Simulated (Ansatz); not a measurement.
# SF2 (sulfur difluoride) at CCSDT/STO-3G

What is the vertical ionisation energy of SF2 (sulfur difluoride) at CCSDT/STO-3G? 

The results are computed with Ansatz 0.2.0.

33 further runs of the same task are left out: 8 that didn't finish, 25 set aside as unsound or not needed.

### Step 1. The structure to begin with

SF2: 3 atoms, total charge 0, spin state singlet. SMILES: `FSF`. The shape is that of a GFN2-xTB optimisation.

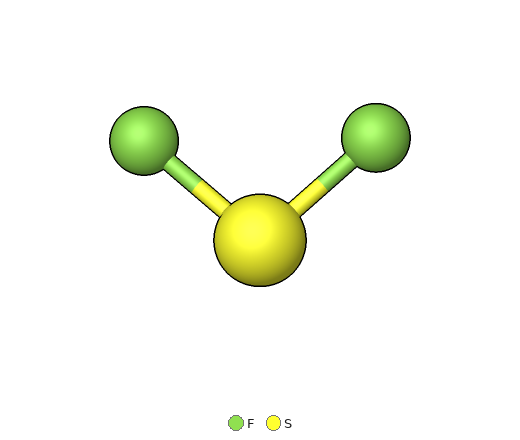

The structure, seen from a chosen angle (fluorine green, sulfur yellow).

### Step 2. The energy at CCSDT/STO-3G

The input, run.yaml:

```yaml
crystal:
  periodic: [false, false, false]
  atoms:
    - {symbol: F, position_ang: [0.454740, 1.131520, 0.375070]}
    - {symbol: S, position_ang: [-0.626960, 0.131720, -0.328340]}
    - {symbol: F, position_ang: [0.172220, -1.263230, -0.046730]}
basis:
  gaussian: {orbitals: STO-3G}
correlation: {method: ccsdt, frozen_orbitals: {F: 1, S: 5}}
accuracy: high
scf: {omitted_lower_state_checks: [cluster_reference, increment]}
```

Command:

```bash
$ ansatz run run.yaml --threads 1 --pin off --max-ram 2610MiB --events-out events.jsonl --progress --plain --runs-dir runs
```

Output, shortened:

```text
Warning: RAYON_NUM_THREADS=1 ignored (pool sized by the plan → 1); use --threads N
Functional definition: HF
  name "HF"
[...]
334 factors; integrals over basis functions are off by at most 3.5e-8 eV
[...]
mean field -16032.24078096 eV, -589.1739816573 hartree, gradient 4.6e-8 eV, S^2 0.000000; 0 other end points of the search recorded, 0 dependent functions left out
7 core orbitals not correlated: weight in the atoms' cores, before any rotation towards them, 1.000 or more for the frozen orbitals, at most 0.000 for the correlated occupied ones
reference -16032.24078096 eV, -589.1739816573 hartree; 10, 10 occupied and 2, 2 virtual orbitals, 334 factors
second order -1.59990635 eV of doubles, -0.00000000 eV of singles
cycle   1  -1.99068166 eV  change   -3.9e-1 eV  update   6.9e-2
[...]
cycle  25  -2.31252760 eV  change   2.3e-10 eV  update   1.4e-9
Total energy: -16034.55330857 eV, -589.2589654792 hartree
Checks for a lower state left out: cluster_reference, increment
```

Wall time 0.24 s (1 thread of Arm Neoverse V1, shared host).

### Step 3. The doublet cation

The input, run.yaml:

```yaml
basis:
  gaussian:
    orbitals: STO-3G
crystal:
  periodic: [false, false, false]
  atoms:
    - {symbol: F, position_ang: [0.454740, 1.131520, 0.375070]}
    - {symbol: S, position_ang: [-0.626960, 0.131720, -0.328340]}
    - {symbol: F, position_ang: [0.172220, -1.263230, -0.046730]}
total_charge: 1
magnetization:
  spin_polarized: true
  initial_magnetization: 1
correlation:
  method: ccsdt
  frozen_orbitals: {F: 1, S: 5}
accuracy: high
scf:
  omitted_lower_state_checks: [cluster_reference, increment]
```

Command:

```bash
$ ansatz run run.yaml --threads 1 --pin off --max-ram 2610MiB --events-out events.jsonl --progress --plain --runs-dir runs
```

Output, shortened:

```text
Warning: RAYON_NUM_THREADS=1 ignored (pool sized by the plan → 1); use --threads N
[... 2 set-up lines as earlier in the session ...]
[...]
334 factors; integrals over basis functions are off by at most 3.5e-8 eV
[...]
mean field -16025.16860688 eV, -588.9140840532 hartree, gradient 1.1e-8 eV, S^2 0.796462; 3 other end points of the search recorded, 0 dependent functions left out
7 core orbitals not correlated: weight in the atoms' cores, before any rotation towards them, 1.000 or more for the frozen orbitals, at most 0.000 for the correlated occupied ones
reference -16025.16860688 eV, -588.9140840532 hartree; 10, 9 occupied and 2, 3 virtual orbitals, 334 factors
second order -2.20771132 eV of doubles, -0.00000000 eV of singles
cycle   1  -2.65716784 eV  change   -4.5e-1 eV  update   1.1e-1
[...]
cycle  30  -3.49963885 eV  change    2.0e-9 eV  update   2.1e-9
Total energy: -16028.66824572 eV, -589.0426934088 hartree
Checks for a lower state left out: cluster_reference, increment
```

It took 0.68 s on 1 thread of Arm Neoverse V1, shared host.

### Step 4. What came out

Level: CCSDT/STO-3G, 7 core orbitals frozen.

| quantity | value |
| --- | --- |
| singlet SF2: total energy | -589.25897 Eh |
| singlet SF2: correlation energy (7 core orbitals frozen) | -85.0 mEh |
| singlet SF2: T1 diagnostic | 0.011 |
| doublet cation: total energy | -589.04269 Eh |
| doublet cation: correlation energy (7 core orbitals frozen) | -128.6 mEh |
| doublet cation: ⟨S²⟩ of the reference determinant | 0.796 |
| doublet cation: T1 diagnostic | 0.043 |
| vertical ionisation energy (to the doublet cation) | 5.885 eV |

**Reading.** Removing an electron at fixed nuclei costs 5.89 eV (136 kcal/mol). In a minimal basis such a difference can be off by several eV, whatever the method.
